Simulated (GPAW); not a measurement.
# Settings that the conductance of an In chain with a Cl atom on top of one atom needs, part 2 of 5

How do the numerical settings move the conductance of an In chain with a Cl atom on top of one atom?

GPAW 26.7.0; GPAW LCAO, PAW setups; Landauer transmission from Green's functions with principal layers (ASE), zero bias.

So far, conductance (G₀): step 2 (the reference run) 1.60; step 3 (8 atoms, SCF mesh 1×1×4) 1.58; step 4 (lead periods between scatterer and principal layer, 10 atoms …) 1.62.

## 5. Varying the lead periods between scatterer and principal layer, 16 atoms: buffer = 4

System of this step: In chain with a Cl atom on top of one atom. The cell holds 16 atoms: 15 In and 1 Cl. Its edges and angles: a = 9.000 Å, b = 9.000 Å, c = 44.250 Å, α = 90.0°, β = 90.0°, γ = 90.0°. Regions: left lead, 7 atoms (7 In); channel, 2 atoms (1 In and 1 Cl); right lead, 7 atoms (7 In). Vacuum lies along a and b. The structure is stacked along c, and the current runs across the ab planes.

Contents of run.py:

```python
import json
import numpy as np
from ase import Atoms
from ase.transport.calculators import TransportCalculator
from gpaw import GPAW, FermiDirac
from gpaw.lcao.tools import get_lcao_hamiltonian
from scipy.linalg import eigh

# The junction with lead layers at both ends, along the third cell vector
device = Atoms(
    ['In', 'In', 'In', 'In', 'In', 'In', 'In', 'In', 'Cl', 'In', 'In', 'In', 'In', 'In', 'In', 'In'],
    positions=[
        [4.50000, 4.50000, 1.47500],
        [4.50000, 4.50000, 4.42500],
        [4.50000, 4.50000, 7.37500],
        [4.50000, 4.50000, 10.32500],
        [4.50000, 4.50000, 13.27500],
        [4.50000, 4.50000, 16.22500],
        [4.50000, 4.50000, 19.17500],
        [4.50000, 4.50000, 22.12500],
        [6.72080, 4.50000, 22.12500],
        [4.50000, 4.50000, 25.07500],
        [4.50000, 4.50000, 28.02500],
        [4.50000, 4.50000, 30.97500],
        [4.50000, 4.50000, 33.92500],
        [4.50000, 4.50000, 36.87500],
        [4.50000, 4.50000, 39.82500],
        [4.50000, 4.50000, 42.77500]],
    cell=[[9.0, 0.0, 0.0], [0.0, 9.0, 0.0], [0.0, 0.0, 44.25]],
    pbc=True)

# One principal layer of the lead: the first 3 atoms of the device
lead = Atoms(
    ['In', 'In', 'In'],
    positions=[
        [4.50000, 4.50000, 1.47500],
        [4.50000, 4.50000, 4.42500],
        [4.50000, 4.50000, 7.37500]],
    cell=[[9.0, 0.0, 0.0], [0.0, 9.0, 0.0], [0.0, 0.0, 8.85]],
    pbc=True)

settings = dict(mode='lcao', basis='szp(dzp)', xc='LDA', h=0.2,
                occupations=FermiDirac(0.1), maxiter=250,
                mixer=dict(beta=0.1, nmaxold=8, weight=100.0),
                convergence=dict(density=0.0001))
energies = np.arange(-3, 3 + 1e-9, 0.075)
eta = 0.0001
n1, n2 = 1, 1
# k and -k transmit alike, so half of the mesh across the current serves
mesh = [(i, j) for i in range(n1) for j in range(n2) if (i, j) <= (-i % n1, -j % n2)]
weights = np.array([1 if (i, j) == (-i % n1, -j % n2) else 2 for i, j in mesh]) / (n1 * n2)

# [... helper functions left out ...]
fermi_lead = ground_state(lead, (1, 1, 13), 'lead.txt')
fermi_device = ground_state(device, (1, 1, 2), 'device.txt')
# [... loop over the mesh left out, but for ...]
        # Shift the lead onto the potential of the device's first layer
        shift = ((H[:, 0, 0] - H0[:, 0, 0]) / S0[0, 0]).real.mean()
# [...]
kT = 8.617333e-5 * 300
bias = [0.1, 0.2, 0.5, 1.0, 1.5, 2.0]
# [... integrals and printing left out ...]
```

The run is started by

```console
OMP_NUM_THREADS=1 OPENBLAS_NUM_THREADS=2 python run.py
```

Output:

```text
basis functions: device 219, principal layer 42
Fermi level: lead -2.6432 eV, device -2.5802 eV; lead shifted by 0.0122 eV
largest coupling past the next layer 1.87e-06 eV, largest misfit of the first layer 0.010 eV
  E-E_F (eV)   T (one spin)  [channel counts left out]
    -3.000    5.5181e-01
    -2.925    4.7851e-01
    -2.850    4.2545e-01
[...]
2.925    2.0513e+00
     3.000    2.0448e+00
conductance at 300 K: 1.5919 G0 a cell; thermopower -4.14 uV/K
current from the zero-bias T(E) at 0.1 V: 12.264 uA
current from the zero-bias T(E) at 0.2 V: 24.17 uA
current from the zero-bias T(E) at 0.5 V: 56.432 uA
current from the zero-bias T(E) at 1.0 V: 106.12 uA
current from the zero-bias T(E) at 1.5 V: 157.06 uA
current from the zero-bias T(E) at 2.0 V: 209.59 uA
```

Wall time 40 s (2 threads of Arm Neoverse V2, shared host); peak memory 1.4 GiB.

One spin. Table of transmission, zone mean by energy, zero at the Fermi level:

```csv
energy (eV),"transmission, zone mean"
-3.000,0.552
-2.475,0.278
-2.025,2.4e-8
-1.500,1.1e-9
-0.975,0.933
-0.525,0.984
0.000,1.63
0.525,1.60
0.975,1.80
1.500,1.94
2.025,2.02
2.475,2.05
3.000,2.04
```

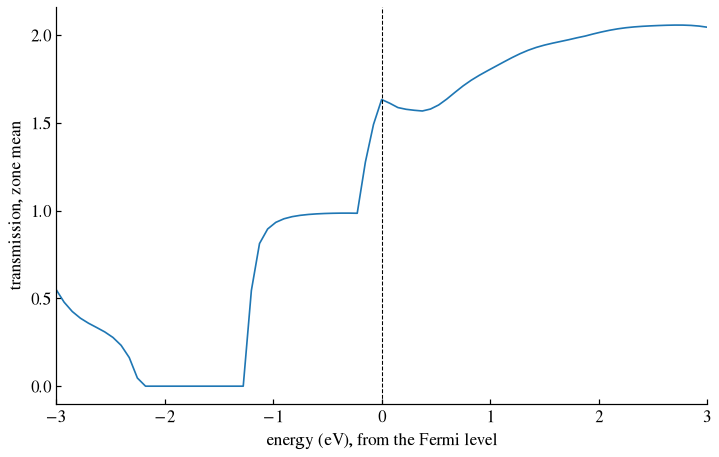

Transmission, zone mean against energy.

The conductance, 1.59 G₀, lies 0.6 % below that of the base run. Couplings past the next layer reach 1.9e-6 eV, small enough to drop; the matrix elements of the cell's first layer differ from the bulk lead's by up to 0.010 eV. That layer keeps its own values in the calculation, and only beyond it is the lead taken as perfect.

## 6. Lead periods between scatterer and principal layer, 20 atoms: buffer = 6

System of this step: In chain with a Cl atom on top of one atom. The cell holds 20 atoms: 19 In and 1 Cl. Cell: a = 9.000 Å, b = 9.000 Å, c = 56.050 Å, α = 90.0°, β = 90.0°, γ = 90.0°. Regions: left lead, 9 atoms (9 In); channel, 2 atoms (1 In and 1 Cl); right lead, 9 atoms (9 In). Vacuum lies along a and b. The structure is stacked along c, and the current runs across the ab planes.

Edit run.py of step 5 so:

```diff
@@ -10,3 +10,3 @@
 device = Atoms(
-    ['In', 'In', 'In', 'In', 'In', 'In', 'In', 'In', 'Cl', 'In', 'In', 'In', 'In', 'In', 'In', 'In'],
+    ['In', 'In', 'In', 'In', 'In', 'In', 'In', 'In', 'In', 'In', 'Cl', 'In', 'In', 'In', 'In', 'In', 'In', 'In', 'In', 'In'],
     positions=[
@@ -20,5 +20,5 @@
         [4.50000, 4.50000, 22.12500],
-        [6.72080, 4.50000, 22.12500],
         [4.50000, 4.50000, 25.07500],
         [4.50000, 4.50000, 28.02500],
+        [6.72080, 4.50000, 28.02500],
         [4.50000, 4.50000, 30.97500],
@@ -27,4 +27,8 @@
         [4.50000, 4.50000, 39.82500],
-        [4.50000, 4.50000, 42.77500]],
-    cell=[[9.0, 0.0, 0.0], [0.0, 9.0, 0.0], [0.0, 0.0, 44.25]],
+        [4.50000, 4.50000, 42.77500],
+        [4.50000, 4.50000, 45.72500],
+        [4.50000, 4.50000, 48.67500],
+        [4.50000, 4.50000, 51.62500],
+        [4.50000, 4.50000, 54.57500]],
+    cell=[[9.0, 0.0, 0.0], [0.0, 9.0, 0.0], [0.0, 0.0, 56.05]],
     pbc=True)
```

Output:

```text
basis functions: device 275, principal layer 42
Fermi level: lead -2.6432 eV, device -2.5996 eV; lead shifted by -0.0001 eV
largest coupling past the next layer 1.87e-06 eV, largest misfit of the first layer 0.005 eV
  E-E_F (eV)   T (one spin)  [channel counts left out]
    -3.000    5.3551e-01
    -2.925    4.6956e-01
    -2.850    4.2208e-01
[...]
2.925    2.0510e+00
     3.000    2.0443e+00
conductance at 300 K: 1.6111 G0 a cell; thermopower -3.868 uV/K
current from the zero-bias T(E) at 0.1 V: 12.421 uA
current from the zero-bias T(E) at 0.2 V: 24.47 uA
current from the zero-bias T(E) at 0.5 V: 56.731 uA
current from the zero-bias T(E) at 1.0 V: 106.67 uA
current from the zero-bias T(E) at 1.5 V: 157.93 uA
current from the zero-bias T(E) at 2.0 V: 210.77 uA
```

Wall time 63 s (2 threads); peak memory 1.7 GiB.

One spin. Transmission, zone mean against energy, zero at the Fermi level:

```csv
energy (eV),"transmission, zone mean"
-3.0000,0.536
-2.7750,0.388
-2.4750,0.277
-2.2500,0.0206
-2.0250,2.0e-8
-1.7250,2.2e-10
-1.5000,4.0e-10
-1.2750,1.9e-7
-0.9750,0.943
-0.7500,0.974
-0.5250,0.984
-0.2250,0.986
0.0000,1.64
0.2250,1.59
0.5250,1.62
0.7500,1.72
0.9750,1.81
1.2750,1.90
1.5000,1.95
1.7250,1.98
2.0250,2.02
2.2500,2.05
2.4750,2.06
2.7750,2.06
3.0000,2.04
```

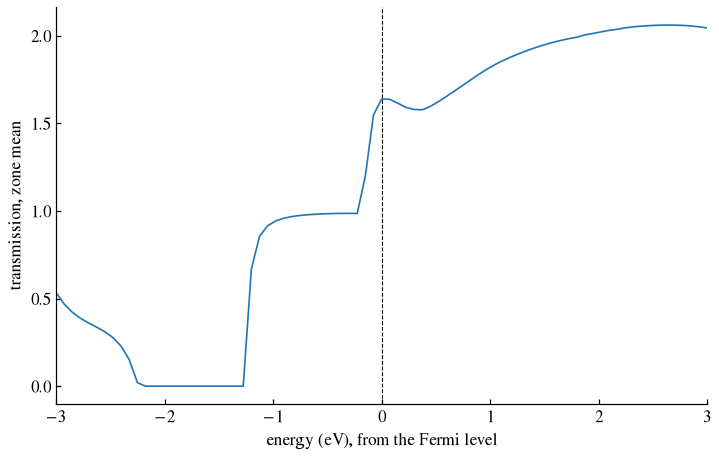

Transmission, zone mean, plotted against energy.

The conductance, 1.61 G₀, lies 0.5 % above that of the base run. Couplings past the next layer reach 1.9e-6 eV, small enough to drop; the matrix elements of the cell's first layer differ from the bulk lead's by up to 0.0047 eV. That layer keeps its own values in the calculation, and only beyond it is the lead taken as perfect.

## 7. Convergence in the lead periods between scatterer and principal layer

The runs and the base run on one axis.

This step: convergence of the conductance (GPAW 26.7.0).

Conductance against lead periods between scatterer and principal layer:

```csv
lead periods between scatterer and principal layer,conductance (G₀)
0.00,1.58
1.00,1.62
2.00,1.60
4.00,1.59
6.00,1.61
```

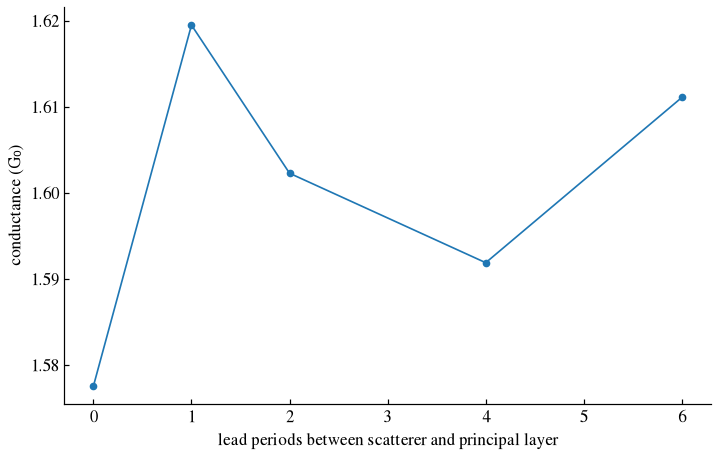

Conductance against lead periods between scatterer and principal layer.

## 8. Energy step: de = 0.2

The thermal integrals interpolate T(E), so the step must resolve what lies within a few kT of the Fermi level.

This step: GPAW LCAO, PAW setups; Landauer transmission from Green's functions with principal layers (ASE), zero bias (GPAW 26.7.0).

System of this step: In chain with a Cl atom on top of one atom. The cell holds 12 atoms: 11 In and 1 Cl. Cell: a = 9.000 Å, b = 9.000 Å, c = 32.450 Å, α = 90.0°, β = 90.0°, γ = 90.0°. Regions: left lead, 5 atoms (5 In); channel, 2 atoms (1 In and 1 Cl); right lead, 5 atoms (5 In). Vacuum lies along a and b. The structure is stacked along c, and the current runs across the ab planes.

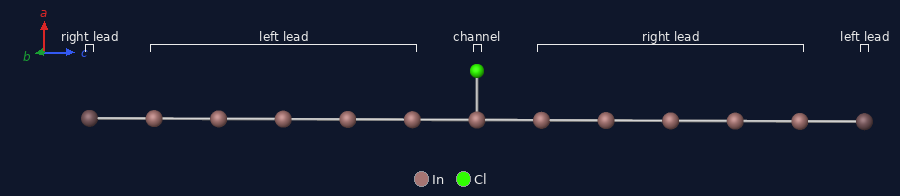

The cell of this step (indium brown, chlorine green). Some periodic images of atoms are drawn too.

Edit run.py of step 6 so:

```diff
@@ -10,3 +10,3 @@
 device = Atoms(
-    ['In', 'In', 'In', 'In', 'In', 'In', 'In', 'In', 'In', 'In', 'Cl', 'In', 'In', 'In', 'In', 'In', 'In', 'In', 'In', 'In'],
+    ['In', 'In', 'In', 'In', 'In', 'In', 'Cl', 'In', 'In', 'In', 'In', 'In'],
     positions=[
@@ -18,2 +18,3 @@
         [4.50000, 4.50000, 16.22500],
+        [6.72080, 4.50000, 16.22500],
         [4.50000, 4.50000, 19.17500],
@@ -22,13 +23,4 @@
         [4.50000, 4.50000, 28.02500],
-        [6.72080, 4.50000, 28.02500],
-        [4.50000, 4.50000, 30.97500],
-        [4.50000, 4.50000, 33.92500],
-        [4.50000, 4.50000, 36.87500],
-        [4.50000, 4.50000, 39.82500],
-        [4.50000, 4.50000, 42.77500],
-        [4.50000, 4.50000, 45.72500],
-        [4.50000, 4.50000, 48.67500],
-        [4.50000, 4.50000, 51.62500],
-        [4.50000, 4.50000, 54.57500]],
-    cell=[[9.0, 0.0, 0.0], [0.0, 9.0, 0.0], [0.0, 0.0, 56.05]],
+        [4.50000, 4.50000, 30.97500]],
+    cell=[[9.0, 0.0, 0.0], [0.0, 9.0, 0.0], [0.0, 0.0, 32.45]],
     pbc=True)
@@ -49,3 +41,3 @@
                 convergence=dict(density=0.0001))
-energies = np.arange(-3, 3 + 1e-9, 0.075)
+energies = np.arange(-3, 3 + 1e-9, 0.2)
 eta = 0.0001
@@ -58,3 +50,3 @@
 fermi_lead = ground_state(lead, (1, 1, 13), 'lead.txt')
-fermi_device = ground_state(device, (1, 1, 2), 'device.txt')
+fermi_device = ground_state(device, (1, 1, 3), 'device.txt')
 # [... loop over the mesh left out, but for ...]
```

Output:

```text
basis functions: device 163, principal layer 42
Fermi level: lead -2.6432 eV, device -2.5656 eV; lead shifted by -0.0003 eV
largest coupling past the next layer 1.87e-06 eV, largest misfit of the first layer 0.030 eV
  E-E_F (eV)   T (one spin)  [channel counts left out]
    -3.000    5.3871e-01
    -2.800    3.9841e-01
    -2.600    3.2990e-01
    -2.400    2.3031e-01
    -2.200    6.5264e-08
    -2.000    6.7310e-07
    -1.800    4.4022e-09
    -1.600    2.2800e-09
    -1.400    9.1599e-09
    -1.200    6.3683e-01
    -1.000    9.3185e-01
    -0.800    9.7059e-01
    -0.600    9.8207e-01
    -0.400    9.8593e-01
    -0.200    9.8501e-01
     0.000    1.6294e+00
[...]
1.600    1.9636e+00
     1.800    1.9955e+00
     2.000    2.0205e+00
     2.200    2.0415e+00
     2.400    2.0555e+00
     2.600    2.0615e+00
     2.800    2.0587e+00
     3.000    2.0455e+00
conductance at 300 K: 1.5583 G0 a cell; thermopower -8.294 uV/K
current from the zero-bias T(E) at 0.1 V: 11.966 uA
current from the zero-bias T(E) at 0.2 V: 23.447 uA
current from the zero-bias T(E) at 0.5 V: 54.807 uA
current from the zero-bias T(E) at 1.0 V: 104.87 uA
current from the zero-bias T(E) at 1.5 V: 156.07 uA
current from the zero-bias T(E) at 2.0 V: 208.76 uA
```

Wall time 24 s (2 threads); peak memory 1.1 GiB.

Numbers from this step:

| Quantity | Value |
| --- | --- |
| conductance | 1.558 G₀ |
| largest misfit of the first principal layer | 0.02956 eV |
| shift that aligns the lead | -3.31e-4 eV |
| basis functions of the junction | 163 |
| transmission at the Fermi level (one spin) | 1.629 |

One spin. Table of transmission, zone mean by energy, zero at the Fermi level:

```csv
energy (eV),"transmission, zone mean"
-3.00,0.539
-2.40,0.230
-1.60,2.3e-9
-1.00,0.932
-0.40,0.986
0.00,1.63
0.40,1.59
1.00,1.82
1.60,1.96
2.40,2.06
3.00,2.05
```

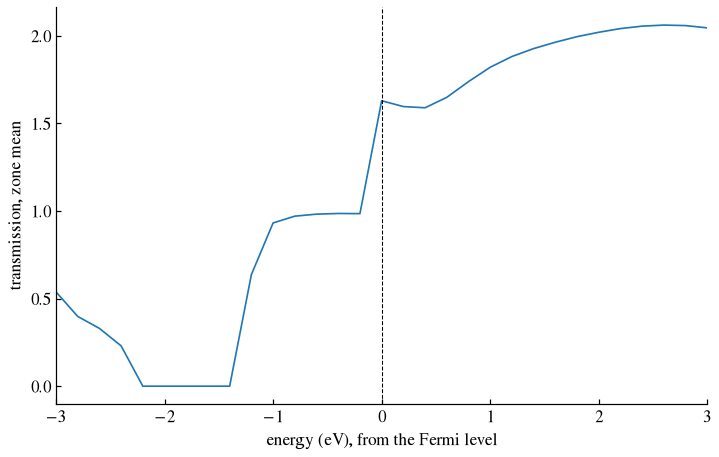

Transmission, zone mean, plotted against energy.

Not self-consistent under bias; the bias window is split evenly. The current through one cell, from the zero-bias transmission by bias:

```csv
bias (V),"current through one cell, from the zero-bias transmission (μA)"
0.100,12.0
0.200,23.4
0.500,54.8
1.000,105
1.500,156
2.000,209
```

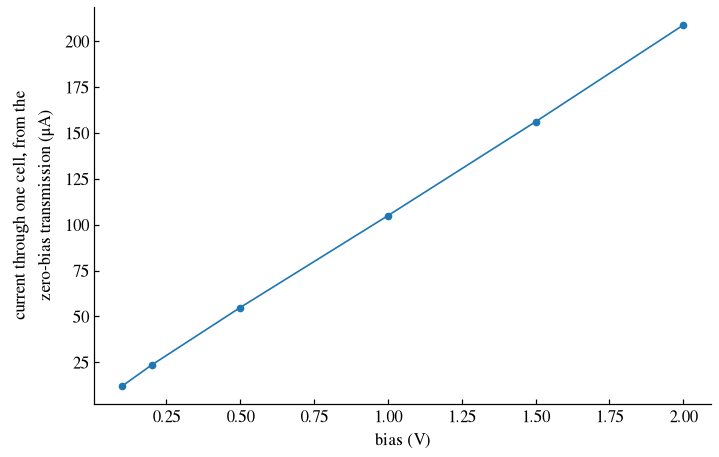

Current through one cell, from the zero-bias transmission, plotted against bias.

The conductance, 1.56 G₀, lies 2.7 % below that of the base run.

## 9. Energy step: de = 0.1

Edit run.py of step 8 so:

```diff
@@ -41,3 +41,3 @@
                 convergence=dict(density=0.0001))
-energies = np.arange(-3, 3 + 1e-9, 0.2)
+energies = np.arange(-3, 3 + 1e-9, 0.1)
 eta = 0.0001
```

Output:

```text
basis functions: device 163, principal layer 42
Fermi level: lead -2.6432 eV, device -2.5656 eV; lead shifted by -0.0003 eV
largest coupling past the next layer 1.87e-06 eV, largest misfit of the first layer 0.030 eV
  E-E_F (eV)   T (one spin)  [channel counts left out]
    -3.000    5.3871e-01
    -2.900    4.5314e-01
    -2.800    3.9841e-01
    -2.700    3.6143e-01
    -2.600    3.2990e-01
    -2.500    2.9155e-01
    -2.400    2.3031e-01
    -2.300    1.1668e-01
    -2.200    6.5264e-08
    -2.100    3.0758e-08
    -2.000    6.7310e-07
    -1.900    2.1080e-08
    -1.800    4.4022e-09
    -1.700    2.4293e-09
    -1.600    2.2800e-09
    -1.500    3.4003e-09
[...]
2.300    2.0494e+00
     2.400    2.0555e+00
     2.500    2.0595e+00
     2.600    2.0615e+00
     2.700    2.0613e+00
     2.800    2.0587e+00
     2.900    2.0535e+00
     3.000    2.0455e+00
conductance at 300 K: 1.5963 G0 a cell; thermopower -4.353 uV/K
current from the zero-bias T(E) at 0.1 V: 12.308 uA
current from the zero-bias T(E) at 0.2 V: 24.283 uA
current from the zero-bias T(E) at 0.5 V: 56.365 uA
current from the zero-bias T(E) at 1.0 V: 106.33 uA
current from the zero-bias T(E) at 1.5 V: 157.51 uA
current from the zero-bias T(E) at 2.0 V: 210.31 uA
```

Elapsed: 25 s, on 2 threads; peak memory 1.1 GiB.

This step gave:

```yaml
conductance: 1.596 G₀
```

One spin. The transmission, zone mean by energy, zero at the Fermi level:

```csv
energy (eV),"transmission, zone mean"
-3.000,0.539
-2.500,0.292
-2.000,6.7e-7
-1.500,3.4e-9
-1.000,0.932
-0.500,0.985
0.000,1.63
0.500,1.61
1.000,1.82
1.500,1.95
2.000,2.02
2.500,2.06
3.000,2.05
```

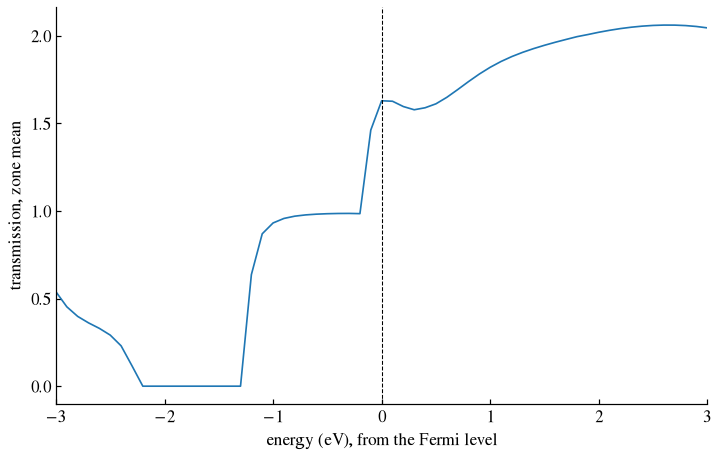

Transmission, zone mean against energy.

Not self-consistent under bias; the bias window is split evenly. Current through one cell, from the zero-bias transmission against bias:

```csv
bias (V),"current through one cell, from the zero-bias transmission (μA)"
0.100,12.3
0.200,24.3
0.500,56.4
1.000,106
1.500,158
2.000,210
```

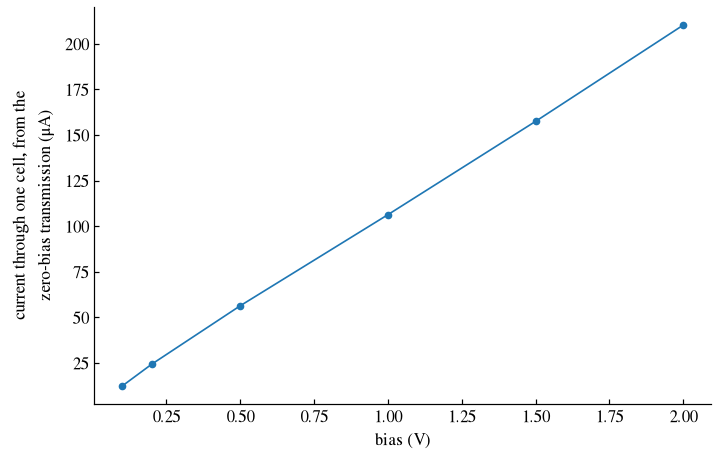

Current through one cell, from the zero-bias transmission, plotted against bias.

The conductance, 1.60 G₀, lies 0.4 % below that of the base run.

[end of part 2 of 5]

[Logs are printed without paths, hosts, clocks, repeated set-up lines and the standing remarks that a program may print on its own settings, such as how far it seeks lower states.]

[Hosts, paths, dates, database ids (printed as entryN), source tags and the programs' standing remarks are cut or masked in the printed files.]
